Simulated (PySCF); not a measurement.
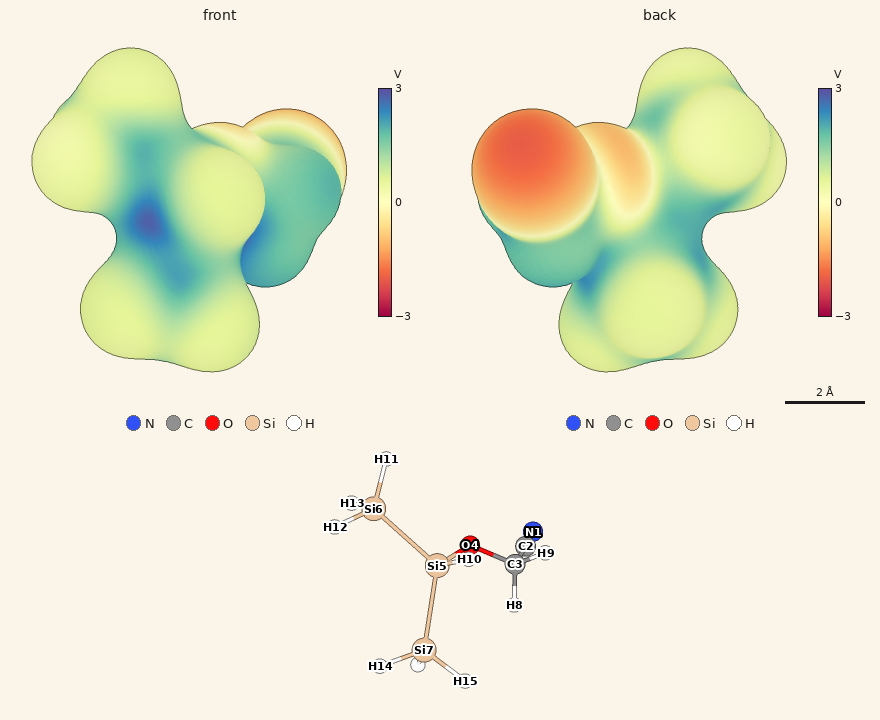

Figure. C$_{2}$H$_{9}$NOSi$_{3}$ (SMILES N#CCO[SiH]([SiH3])[SiH3]). The molecular electrostatic potential painted on the density surface at 0.004 e/bohr³, seen from the front and from behind; red is negative and blue positive. The bare structure is drawn below in the same view.

Geometry: GFN2-xTB.

Method: PBE0/pcSseg-1, SCF density, gas phase, non-relativistic (PySCF 2.14.0).

```xyz
16

N     3.5865   -1.2093    1.7271
C     2.9221   -0.6064    1.0202
C     2.0563    0.1363    0.1267
O     0.8696   -0.5596   -0.0803
Si   -0.5316    0.0411   -0.6987
Si   -1.7869   -1.8937   -0.6504
Si   -1.1336    1.9515    0.4866
H     1.8626    1.1252    0.5699
H     2.5825    0.2838   -0.8280
H    -0.2115    0.4802   -2.0833
H    -1.4416   -2.8901   -1.6686
H    -3.1768   -1.4998   -0.9125
H    -1.7757   -2.5892    0.6384
H    -2.5726    2.1998    0.3985
H    -0.4633    3.1792    0.0288
H    -0.7936    1.8600    1.9139
```

Which sites attract a positive test charge, and which a negative one?

Answer. A positive charge is drawn to the negative regions and a negative charge to the positive ones. The most negative region (about −1.9 V) lies over N1, the most positive (about +2.6 V) over Si5. N1 is the likeliest acceptor of a hydrogen bond.
